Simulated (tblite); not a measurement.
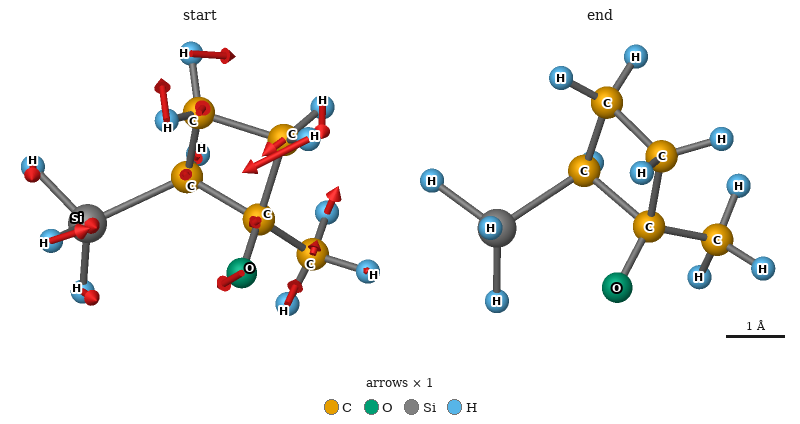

The structure of C5H11OSi (multiplicity 2) before (left) and after (right) a relaxation, at one scale. The red arrows give the displacements, at their true length.

A ball-and-stick model, seen at a tilt.

Theory: GFN2-xTB geometry optimisation, gas phase (tblite). 

Describe what moved and what it gained.

Answer. The largest move after the best rigid fit is that of an H atom, 1.31 Å. Largest moves by element: H 1.31 Å, O 0.88 Å, C 0.52 Å, Si 0.46 Å. Some distances before and after: O–Si 3.257 → 2.380 Å, C–O 1.414 → 1.297 Å, H–Si 1.499 → 1.454 Å, C–C 1.562 → 1.600 Å. Among the angles between lasting bonds that change: C–C–Si 122.1° → 97.2°, Si–C–H 107.1° → 118.3°, C–C–H 117.9° → 109.1°. Over 120 geometry steps the energy falls by 16.9 kcal/mol.
